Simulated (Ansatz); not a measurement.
The relaxed structure here is a generated cell of TePb: the first start was made by placing the elements on the sites of a structure type, and the end was not matched to a known phase here, so it may be hypothetical. Known forms of TePb include space group No. 225.

The end point of a relaxation of TePb. These are r2SCAN (plane waves to 500 eV, PAW, scalar-relativistic; Ansatz, a first-principles code) values and carry that method's errors.

P6₃/mmc (No. 194), hP4, NiAs type; a = b = 4.5447 Å, c = 7.9285 Å, α = β = 90.00°, γ = 120.00°.

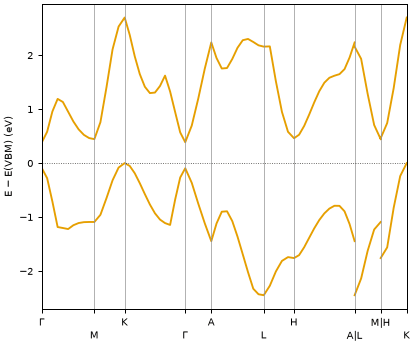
Fig. 1. Highest filled and lowest empty band along the path of this cell's Brillouin zone

Read off the gap and say whether it is direct.

0.39 eV, indirect (valence top at K, conduction bottom at Γ) (no spin-orbit coupling).

How far does the top valence band disperse along this path?

About 2.4 eV.

No spin polarisation in the result. Without spin-orbit coupling the bands of the heavy element are not split, so the gap can be far off.

The run could not lose the symmetry of its start, so the end can be a saddle point.

All atoms sit on sites fixed by symmetry, so only the cell could relax.
